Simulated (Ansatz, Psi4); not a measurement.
How methods differ on SiH2O2 (SMILES O[Si]O)

SiH2O2: 5 atoms, total charge 0, spin state singlet. SMILES: `O[Si]O`. Geometry: relaxed at PBE0-D4/def2-TZVP. This is one conformer, not always the lowest.

```xyz
5

O    -1.4432   -0.1056   -0.2750
Si   -0.2120   -0.7913    0.5677
O     1.0360    0.1875    0.0686
H    -1.2319    0.6489   -0.8361
H     1.9011   -0.0131    0.4334
```

Each level gives the energy change with the O3–H5 bond stretched from 0.960 to 1.440 Å (eV). The values are calculated.

```csv
level,kind,program,value (eV),CPU time (all runs)
TPSS/aug-cc-pVDZ (restricted),meta-GGA,Psi4,2.14,48 s
B3LYP/aug-cc-pVDZ (restricted),global hybrid,Ansatz,2.32,11 s
CAM-B3LYP/aug-cc-pVDZ (restricted),range-separated hybrid,Ansatz,2.41,12 s
HSE06/aug-cc-pVDZ (restricted),range-separated hybrid,Ansatz,2.41,10 s
wB97M-V/aug-cc-pVDZ (restricted),range-separated hybrid,Ansatz,2.41,75 s
wB97X/aug-cc-pVDZ (restricted),range-separated hybrid,Ansatz,2.47,31 s
B2PLYP/aug-cc-pVDZ (restricted),double hybrid,Ansatz,2.32,15 s
PBE-QIDH/aug-cc-pVDZ (restricted),double hybrid,Ansatz,2.51,14 s
```

The first shape isn't each level's own minimum. The values span 2.14 to 2.51 eV. CPU times are rough (shared hosts, several kinds of processor and program).

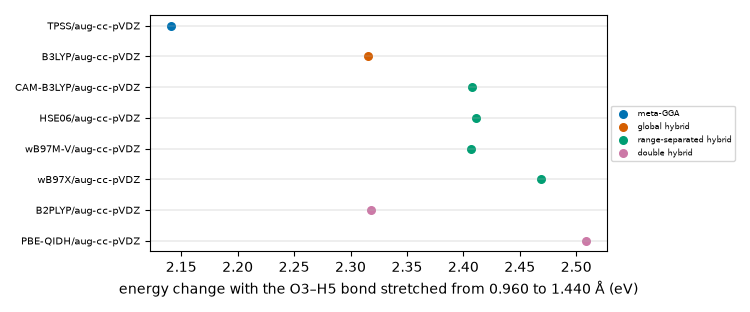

The values of the table, level by level.
